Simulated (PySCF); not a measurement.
C7H5NOS (SMILES CC(=S)c1ccc(C#N)o1)

```json
{"atom": "C", "x (Å)": "-2.2670", "y (Å)": "0.9955", "z (Å)": "0.4157"}
{"atom": "C", "x (Å)": "-1.7026", "y (Å)": "-0.2960", "z (Å)": "-0.0655"}
{"atom": "S", "x (Å)": "-2.6534", "y (Å)": "-1.5486", "z (Å)": "-0.5238"}
{"atom": "C", "x (Å)": "-0.2777", "y (Å)": "-0.4155", "z (Å)": "-0.1180"}
{"atom": "C", "x (Å)": "0.5271", "y (Å)": "-1.4735", "z (Å)": "-0.5143"}
{"atom": "C", "x (Å)": "1.8490", "y (Å)": "-1.0457", "z (Å)": "-0.3643"}
{"atom": "C", "x (Å)": "1.7759", "y (Å)": "0.2495", "z (Å)": "0.1158"}
{"atom": "C", "x (Å)": "2.8200", "y (Å)": "1.1309", "z (Å)": "0.4357"}
{"atom": "N", "x (Å)": "3.6957", "y (Å)": "1.8270", "z (Å)": "0.6878"}
{"atom": "O", "x (Å)": "0.4927", "y (Å)": "0.6261", "z (Å)": "0.2634"}
{"atom": "H", "x (Å)": "-3.3525", "y (Å)": "0.9598", "z (Å)": "0.4074"}
{"atom": "H", "x (Å)": "-1.9238", "y (Å)": "1.8129", "z (Å)": "-0.2193"}
{"atom": "H", "x (Å)": "-1.9163", "y (Å)": "1.2027", "z (Å)": "1.4273"}
{"atom": "H", "x (Å)": "0.1824", "y (Å)": "-2.4246", "z (Å)": "-0.8649"}
{"atom": "H", "x (Å)": "2.7461", "y (Å)": "-1.5926", "z (Å)": "-0.5725"}
```

Geometry: GFN2-xTB.

All numbers below come from PySCF 2.14.0, PBE0/pcSseg-1, SCF density, gas phase, non-relativistic.

Q: Predict the electron density and electron localisation function between the atoms.

A: C–N (1.15 Å): ρ is about 3.5 e/Å³ halfway; the ELF peaks at about 0.85 between the atoms; a short, multiple covalent bond.
C–O (1.35 Å): the density is about 2.4 e/Å³ at the midpoint, with its minimum of 2 e/Å³ about 0.5 Å from C; the ELF peaks at about 0.90 between the atoms (a polar covalent bond).
C–C (1.38 Å): ρ is about 2.1 e/Å³ halfway; the ELF peaks at about 0.95 between the atoms: a covalent bond.
C–S (1.64 Å): ρ is about 1.6 e/Å³ halfway; the ELF peaks at about 0.90 between the atoms, as expected for localised, covalent bonding.

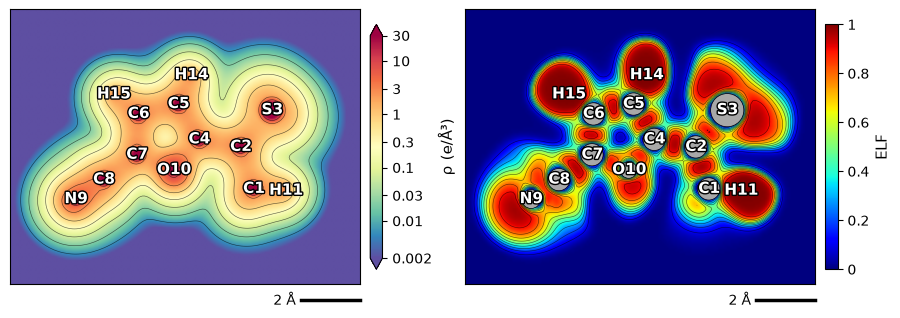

Computed electron density and electron localisation function on the plane of atoms C6, C7 and C8, in this order. Grey discs cover the atomic cores in the ELF map. 
